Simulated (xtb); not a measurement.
## Frequency calculation of BHS

- system: BHS (hydrogen boron sulfide)
- method: GFN2-xTB (xtb 6.7.1 later snapshot)

The geometry was optimised with GFN2-xTB.

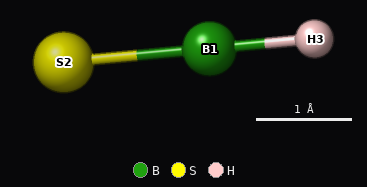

Figure 1. The structure (ball-and-stick view, seen at a tilt; atoms are numbered from 1 in the order of the input). Bond lengths as drawn: B–H 1.14 Å and B–S 1.59 Å.

Key numbers:

- outcome: converged
- electrons treated: 10
- total energy: −4.995010 hartree
- dispersion energy: −0.000934 hartree
- basis functions: 15
- HOMO: −11.48 eV
- LUMO: −6.70 eV
- zero-point energy: 0.012134 hartree
- dipole moment: 2.51 D
- wavenumbers, lowest and highest: 579 and 2875 cm⁻¹
- hardware: 1 thread of Arm Neoverse V1, 24 GiB of memory available, shared host
- peak memory: 0.074 GiB

Settings chosen away from the usual ones: method = gfn2-xtb; task = frequencies; x = {"hess_step": 0.005}; geo = {"prev": "A"}.

The input (geom.xyz):
```
3
hydrogen boron sulfide
B     -0.040933    -0.015584     0.142542
S      0.395379     0.146331    -1.380011
H     -0.354457    -0.130747     1.237459
```

File detailed.inp:
```
$hess
   step=0.005
$end
```

Run as:
```bash
xtb geom.xyz -I detailed.inp --hess > run.log
```

The program's output:
```
* xtb version 6.7.1
   ID    Z sym.   atoms
    1    5 B      1
    2   16 S      2
    3    1 H      3

           -------------------------------------------------
          |                Calculation Setup                |
           -------------------------------------------------

          program call               : xtb geom.xyz -I detailed.inp --hess
          coordinate file            : geom.xyz
          omp threads                :                     1

           -------------------------------------------------
          |                 G F N 2 - x T B                 |
           -------------------------------------------------

      * Hamiltonian:
        H0-scaling (s, p, d)           1.850000    2.230000    2.230000
        zeta-weighting                 0.500000
      * Dispersion:
        s8                             2.700000
        a1                             0.520000
        a2                             5.000000
        s9                             5.000000
      * Repulsion:
        kExp                           1.500000    1.000000
        rExp                           1.000000
      * Coulomb:
        alpha                          2.000000
        third order                    shell-resolved
        anisotropic                    true
        a3                             3.000000
        a5                             4.000000
        cn-shift                       1.200000
        cn-exp                         4.000000
        max-rad                        5.000000

          ...................................................
          :                      SETUP                      :
          :.................................................:
          :  # basis functions                  15          :
          :  # atomic orbitals                  14          :
          :  # shells                            6          :
          :  # electrons                        10          :
          :  max. iterations                   250          :
          :  Hamiltonian                  GFN2-xTB          :
          :  restarted?                      false          :
          :  GBSA solvation                  false          :
          :  PC potential                    false          :
          :  electronic temp.          300.0000000     K    :
          :  accuracy                    1.0000000          :
          :  -> integral cutoff          0.2500000E+02      :
          :  -> integral neglect         0.1000000E-07      :
          :  -> SCF convergence          0.1000000E-05 Eh   :
          :  -> wf. convergence          0.1000000E-03 e    :
          :  Broyden damping             0.4000000          :
          :  net charge                          0          :
          :  unpaired electrons                  0          :
          ...................................................

 iter      E             dE          RMSdq      gap      omega  full diag
   1     -4.9154362 -0.491544E+01  0.140E+01    5.49       0.0  T
   2     -4.8172629  0.981733E-01  0.141E+01    4.26       1.0  T
   3     -5.0025817 -0.185319E+00  0.723E+00    5.17       1.0  T
   4     -5.0501148 -0.475331E-01  0.288E+00    4.81       1.0  T
   5     -4.9718121  0.783027E-01  0.474E+00    5.41       1.0  T
   6     -5.0515908 -0.797787E-01  0.612E-01    4.78       1.0  T
   7     -5.0509000  0.690806E-03  0.633E-01    4.73       1.0  T
   8     -5.0516665 -0.766562E-03  0.808E-02    4.77       1.0  T
   9     -5.0516386  0.279361E-04  0.105E-01    4.78       1.0  T
  10     -5.0516641 -0.254858E-04  0.314E-02    4.77       1.8  T
  11     -5.0516669 -0.277599E-05  0.528E-03    4.77      10.9  T
  12     -5.0516669 -0.914754E-08  0.911E-04    4.77      63.4  T
  13     -5.0516669 -0.743555E-09  0.401E-04    4.77     143.9  T

   *** convergence criteria satisfied after 13 iterations ***

         #    Occupation            Energy/Eh            Energy/eV
      -------------------------------------------------------------
         1        2.0000           -0.7074271             -19.2501
         2        2.0000           -0.5150438             -14.0151
         3        2.0000           -0.4520599             -12.3012
         4        2.0000           -0.4217170             -11.4755
         5        2.0000           -0.4217170             -11.4755 (HOMO)
         6                         -0.2463583              -6.7038 (LUMO)
         7                         -0.2463582              -6.7037
         8                         -0.0615828              -1.6758
         9                         -0.0036144              -0.0984
        10                         -0.0036144              -0.0984
       ...                                ...                  ...
        14                          1.2326655              33.5425
      -------------------------------------------------------------
                  HL-Gap            0.1753587 Eh            4.7718 eV
             Fermi-level           -0.3340376 Eh           -9.0896 eV

 SCC (total)                   0 d,  0 h,  0 min,  0.002 sec
 SCC setup                      ...        0 min,  0.000 sec (  3.592%)
 Dispersion                     ...        0 min,  0.000 sec (  1.143%)
 classical contributions        ...        0 min,  0.000 sec (  0.290%)
 integral evaluation            ...        0 min,  0.000 sec ( 11.211%)
 iterations                     ...        0 min,  0.001 sec ( 68.568%)
 molecular gradient             ...        0 min,  0.000 sec ( 11.735%)
 printout                       ...        0 min,  0.000 sec (  2.752%)

         :::::::::::::::::::::::::::::::::::::::::::::::::::::
         ::                     SUMMARY                     ::
         :::::::::::::::::::::::::::::::::::::::::::::::::::::
         :: total energy              -4.995009853434 Eh    ::
         :: gradient norm              0.000061018338 Eh/a0 ::
         :: HOMO-LUMO gap              4.771752618348 eV    ::
         ::.................................................::
         :: SCC energy                -5.051666866314 Eh    ::
         :: -> isotropic ES            0.021543755457 Eh    ::
         :: -> anisotropic ES          0.000998002449 Eh    ::
         :: -> anisotropic XC          0.001458979518 Eh    ::
         :: -> dispersion             -0.000933976481 Eh    ::
         :: repulsion energy           0.056657012880 Eh    ::
         :: add. restraining           0.000000000000 Eh    ::
         :: total charge              -0.000000000000 e     ::
         :::::::::::::::::::::::::::::::::::::::::::::::::::::

           -------------------------------------------------
          |                Numerical Hessian                |
           -------------------------------------------------
step length          :   0.00500
SCC accuracy         :   0.30000
Hessian scale factor :   1.00000
frozen atoms in %    :   0.00000    0
RMS gradient         :   0.00006
estimated CPU  time      0.00 min

writing file <hessian>, containing the non-mass-weighted Hessian matrix in atomic units (Eₕ/Bohr²).

 vibrational frequencies (cm⁻¹)
eigval :        0.00     0.00     0.00     0.00     0.00   579.02
eigval :      579.06  1293.50  2874.62
           -------------------------------------------------
          |                Property Printout                |
           -------------------------------------------------

    * Orbital Energies and Occupations

         #    Occupation            Energy/Eh            Energy/eV
      -------------------------------------------------------------
         1        2.0000           -0.7074266             -19.2501
         2        2.0000           -0.5150439             -14.0151
         3        2.0000           -0.4520599             -12.3012
         4        2.0000           -0.4217166             -11.4755
Molecule has the following symmetry elements: (Cinf) (sigma)
It seems to be the Cinfv point group
         5        2.0000           -0.4217166             -11.4755 (HOMO)
         6                         -0.2463584              -6.7038 (LUMO)
         7                         -0.2463583              -6.7038
         8                         -0.0615824              -1.6757
         9                         -0.0036138              -0.0983
        10                         -0.0036138              -0.0983
        11                          0.0773538               2.1049
        12                          0.0773540               2.1049
        13                          0.2985410               8.1237
        14                          1.2326658              33.5425
      -------------------------------------------------------------
                  HL-Gap            0.1753582 Eh            4.7717 eV
             Fermi-level           -0.3340375 Eh           -9.0896 eV

     #   Z          covCN         q      C6AA      α(0)
     1   5          1.849     0.277    35.721    12.588
     2  16          0.903    -0.226   148.704    20.626
     3   1          0.946    -0.050     4.095     3.163

 Mol. C6AA /au·bohr⁶  :        405.719880
 Mol. C8AA /au·bohr⁸  :      16850.468635
 Mol. α(0) /au        :         36.377466

Wiberg/Mayer (AO) data.
largest (>0.10) Wiberg bond orders for each atom

 ---------------------------------------------------------------------------
     #   Z sym  total        # sym  WBO       # sym  WBO       # sym  WBO
 ---------------------------------------------------------------------------
     1   5      3.440 --     2      2.453     3      0.988
     2  16      2.463 --     1      2.453
     3   1      0.997 --     1      0.988
 ---------------------------------------------------------------------------

Topologies differ in total number of bonds
Writing topology from bond orders to xtbtopo.mol

molecular dipole:
                 x           y           z       tot (Debye)
 q only:       -0.157      -0.058       0.547
   full:       -0.270      -0.101       0.943       2.505
molecular quadrupole (traceless):
                xx          xy          yy          xz          yz          zz
 q only:        0.760      -0.082       0.951       0.771       0.285      -1.711
  q+dip:        0.792      -0.085       0.991       0.804       0.298      -1.783
   full:        1.547      -0.166       1.935       1.569       0.581      -3.481

           -------------------------------------------------
          |               Frequency Printout                |
           -------------------------------------------------
 vibrational frequencies (cm⁻¹)
eigval :        0.00     0.00     0.00     0.00     0.00   579.02
eigval :      579.06  1293.50  2874.62
 reduced masses (amu)
    1:     17.29    2:     16.76    3:     14.63    4:      3.71    5:      3.73    6:      1.27
    7:      1.27    8:      6.26    9:      1.13
 IR intensities (km·mol⁻¹)
    1:      0.05    2:      0.03    3:      0.00    4:     10.22    5:     10.24    6:     40.43
    7:     40.43    8:     13.80    9:     52.98
 Raman intensities (Ä⁴*amu⁻¹)
    1:      0.00    2:      0.00    3:      0.00    4:      0.00    5:      0.00    6:      0.00
    7:      0.00    8:      0.00    9:      0.00
 output can be read by thermo (or use thermo option).
 writing <g98.out> molden fake output.
 recommended (thermochemical) frequency scaling factor: 1.0
           -------------------------------------------------
          |             Thermodynamic Functions             |
           -------------------------------------------------

cin symmetry found (for desy threshold:  0.10E+00) used in thermo

          ...................................................
          :                      SETUP                      :
          :.................................................:
          :  # frequencies                           4      :
          :  # imaginary freq.                       0      :
          :  linear?                              true      :
          :  only rotor calc.                    false      :
          :  symmetry                              cin      :
          :  rotational number                       1      :
          :  scaling factor                  1.0000000      :
          :  rotor cutoff                   50.0000000 cm⁻¹ :
          :  imag. cutoff                  -20.0000000 cm⁻¹ :
          :.................................................:

    mode    ω/cm⁻¹     T·S(HO)/kcal·mol⁻¹    T·S(FR)/kcal·mol⁻¹   T·S(vib)
   ------------------------------------------------------------------------
   ------------------------------------------------------------------------

   temp. (K)  partition function   enthalpy   heat capacity  entropy
                                   cal/mol     cal/K/mol   cal/K/mol   J/K/mol
 298.15  VIB   1.14                  222.917      2.305      1.002
         ROT   318.                  592.485      1.987     13.437
         INT   361.                  815.402      4.292     14.440
         TR   0.889E+25             1481.212      4.968     37.263
         TOT                        2296.6143     9.2600    51.7026   216.3236

       T/K    H(0)-H(T)+PV         H(T)/Eh          T*S/Eh         G(T)/Eh
   ------------------------------------------------------------------------
    298.15    0.365989E-02    0.157939E-01    0.245656E-01   -0.877170E-02
   ------------------------------------------------------------------------

         :::::::::::::::::::::::::::::::::::::::::::::::::::::
         ::                  THERMODYNAMIC                  ::
         :::::::::::::::::::::::::::::::::::::::::::::::::::::
         :: total free energy          -5.003781557943 Eh   ::
         ::.................................................::
         :: total energy               -4.995009853471 Eh   ::
         :: zero point energy           0.012133977018 Eh   ::
         :: G(RRHO) w/o ZPVE           -0.020905681490 Eh   ::
         :: G(RRHO) contrib.           -0.008771704472 Eh   ::
         :::::::::::::::::::::::::::::::::::::::::::::::::::::

           -------------------------------------------------
          | TOTAL ENERGY               -4.995009853471 Eh   |
          | TOTAL ENTHALPY             -4.979215988544 Eh   |
          | TOTAL FREE ENERGY          -5.003781557943 Eh   |
          | GRADIENT NORM               0.000061567448 Eh/α |
          | HOMO-LUMO GAP               4.771740289785 eV   |
           -------------------------------------------------

------------------------------------------------------------------------
------------------------------------------------------------------------
 total:
 *  cpu-time:     0 d,  0 h,  0 min,  0.023 sec
 * ratio c/w:     1.000 speedup
 SCF:
 *  cpu-time:     0 d,  0 h,  0 min,  0.002 sec
 * ratio c/w:     0.999 speedup
 analytical hessian:
 *  cpu-time:     0 d,  0 h,  0 min,  0.013 sec
 * ratio c/w:     0.999 speedup
```

File vibspectrum:
```
$vibrational spectrum
#  mode     symmetry     wave number   IR intensity    selection rules
#                         cm**(-1)      (km*mol⁻¹)        IR
     1                       0.00         0.00000          -
     2                       0.00         0.00000          -
     3                       0.00         0.00000          -
     4                       0.00         0.00000          -
     5                       0.00         0.00000          -
     6        a            579.02        40.43072         YES
     7        a            579.06        40.43231         YES
     8        a           1293.50        13.80021         YES
     9        a           2874.62        52.97885         YES
$end
```

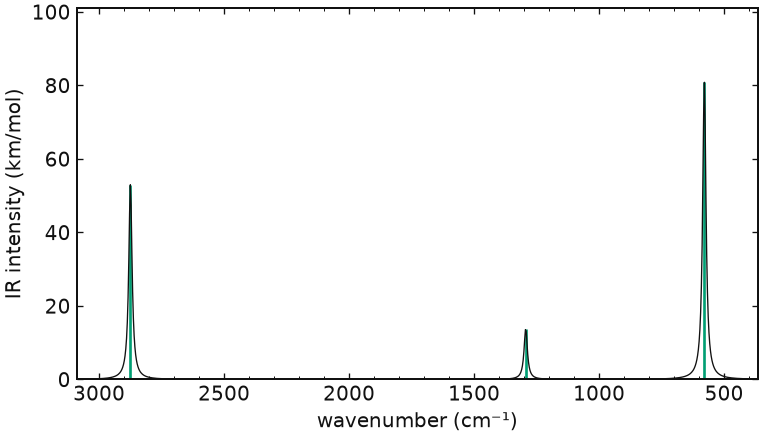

Figure 2. Harmonic infrared spectrum, unscaled: sticks (degenerate modes added up, dark ones marked on the axis) with a Lorentzian envelope of 16 cm⁻¹ full width, scaled to the tallest stick. 4 modes from 579 to 2875 cm⁻¹, none imaginary. The strongest line is at 579 cm⁻¹ (81 km/mol). All modes, in cm⁻¹ (km/mol): 579 (40), 579 (40), 1294 (13.8), 2875 (53).

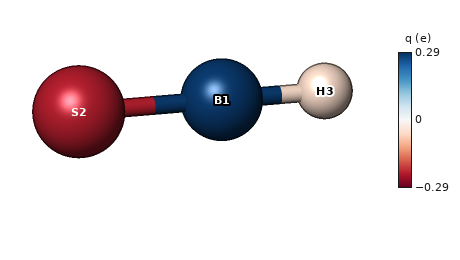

Figure 3. Mulliken charges, as the colour of each atom (ball-and-stick view, seen at a tilt; atoms are numbered from 1 in the order of the input). By element: B +0.28, S −0.23 and H −0.05 e.
